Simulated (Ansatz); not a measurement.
```yaml
atoms:
  - { symbol: N, position_ang: [1.9343, -1.2776, 1.8621] }
  - { symbol: C, position_ang: [1.1255, -0.8203, 1.1741] }
  - { symbol: Ga, position_ang: [-2.1274, 1.0017, -1.8008] }
  - { symbol: F, position_ang: [-0.9305, 0.3392, -0.6097] }
  - { symbol: H, position_ang: [0.3632, -0.3895, 0.5242] }
```

At this geometry the atoms fall into two loosely joined parts.

The calculation used Ansatz 0.2.0, UKS B3LYP-D4/def2-SVP.

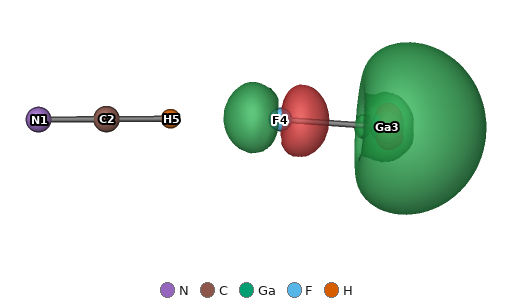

CHFGaN. The HOMO at ±0.15 Å⁻³ᐟ² (green and red are the two phases), seen from one side.

Q: What is the character of this orbital?

A: It lies mainly on Ga3 (about 80 %) and F4 (about 20 %); it is of σ type. Its energy is −8.31 eV.
